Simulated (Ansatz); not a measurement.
# BHSCl (SMILES S[B]Cl) at U-r2SCAN/STO-3G

What is the vertical ionisation energy of BHSCl at U-r2SCAN/STO-3G? 

The calculation is run with Ansatz 0.2.0.

75 further runs of the same task are left out: 2 that didn't finish, 73 set aside as unsound or not needed.

### Step 1. Starting point

The species is BHSCl (4 atoms), meant as a doublet with charge 0. SMILES: `S[B]Cl`. The shape is that of a PBE0-D4/def2-TZVP optimisation.

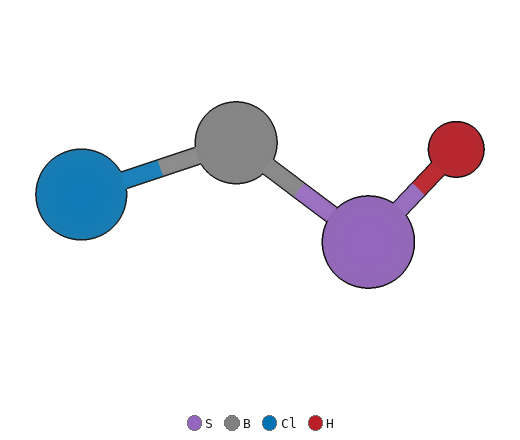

The structure, seen from a chosen angle (sulfur purple, boron grey, chlorine blue, hydrogen red).

### Step 2. A single-point energy at U-r2SCAN/STO-3G

job.yaml reads:

```yaml
crystal:
  periodic: [false, false, false]
  atoms:
    - {symbol: S, position_ang: [0.566400, -0.789100, 0.531400]}
    - {symbol: B, position_ang: [-0.299600, 0.475700, -0.345800]}
    - {symbol: Cl, position_ang: [-2.014100, 0.616000, -0.427300]}
    - {symbol: H, position_ang: [1.802900, -0.362900, 0.221400]}
basis:
  gaussian:
    orbitals: STO-3G
magnetization:
  spin_polarized: true
  initial_magnetization: 1
hamiltonian:
  xc: r2scan
accuracy: high
```

On the command line:

```console
$ ansatz run job.yaml --threads 1 --pin off --max-ram 2610MiB --events-out events.jsonl --progress --plain --runs-dir runs
```

The program printed:

```text
Warning: RAYON_NUM_THREADS=1 ignored (pool sized by the plan → 1); use --threads N
Functional definition: r2SCAN
  name "r2SCAN"
  parameter k0 = 0.174
  parameter k1 = 0.065
  parameter a1 = 4.9479
  exchange = r2scan_x(k0 = k0, k1 = k1, a1 = a1)
  correlation = r2scan_c
427 factors; integrals over basis functions are off by at most 1.9e-8 eV
mean field evaluation 1: about -23783.8713 eV, gradient 6.3e0 eV
mean field evaluation 2: about -23784.0411 eV, gradient 5.6e0 eV
mean field evaluation 4: about -23784.3742 eV, gradient 3.6e-1 eV
mean field evaluation 8: about -23784.3427 eV, gradient 2.0e-2 eV
mean field evaluation 16: about -23784.3427 eV, gradient 2.1e-6 eV
mean field -23784.34270859 eV, -874.0584729343 hartree, gradient 8.9e-8 eV, S^2 0.758484; 0 other end points of the search recorded, 0 dependent functions left out
reference -23784.34270922 eV, -874.0584729575 hartree; 20, 19 occupied and 4, 5 virtual orbitals, 427 factors
Total energy: -23784.34270922 eV, -874.0584729575 hartree
```

Run time: 5.7 s. Hardware: 1 thread of Arm Neoverse V1, shared host; peak memory 0.23 GiB.

### Step 3. The singlet cation at the same level

job.yaml: that of step 2 with these lines changed.

```diff
@@ -8,9 +8,6 @@
 basis:
-  gaussian:
-    orbitals: STO-3G
-magnetization:
-  spin_polarized: true
-  initial_magnetization: 1
-hamiltonian:
-  xc: r2scan
+  gaussian: {orbitals: STO-3G}
+magnetization: {spin_polarized: false}
 accuracy: high
+total_charge: 1
+hamiltonian: {xc: r2scan}
```

On the command line:

```console
$ ansatz run job.yaml --threads 1 --pin off --max-ram 2610MiB --events-out events.jsonl --progress --plain --runs-dir runs
```

The program printed (excerpt; [...] marks lines left out):

```text
Warning: RAYON_NUM_THREADS=1 ignored (pool sized by the plan → 1); use --threads N
[... 7 set-up lines as earlier in the session ...]
427 factors; integrals over basis functions are off by at most 1.9e-8 eV
mean field evaluation 1: about -23775.7902 eV, gradient 2.1e1 eV
mean field evaluation 2: about -23753.1276 eV, gradient 8.7e1 eV
mean field evaluation 4: about -23777.7952 eV, gradient 4.4e0 eV
mean field evaluation 8: about -23777.8510 eV, gradient 1.7e-1 eV
mean field evaluation 16: about -23777.8512 eV, gradient 5.2e-8 eV
mean field -23777.85116177 eV, -873.8199129888 hartree, gradient 5.2e-8 eV, S^2 0.000000; 0 other end points of the search recorded, 0 dependent functions left out
reference -23777.85116209 eV, -873.8199130002 hartree; 19, 19 occupied and 5, 5 virtual orbitals, 427 factors
Total energy: -23777.85116209 eV, -873.8199130002 hartree
```

It took 2.8 s on 1 thread of Arm Neoverse V1, shared host; peak memory 0.14 GiB.

### Step 4. What came out

At U-r2SCAN/STO-3G:

```
                                          quantity          value
                       doublet BHSCl: total energy  -874.05847 Eh
                               doublet BHSCl: ⟨S²⟩          0.758
                      singlet cation: total energy  -873.81991 Eh
vertical ionisation energy (to the singlet cation)       6.492 eV
```

What this shows: The vertical ionisation energy comes to 6.49 eV (150 kcal/mol). Only the singlet of the ionised species was computed; a triplet could lie lower. In a minimal basis such a difference can be off by several eV, whatever the method.
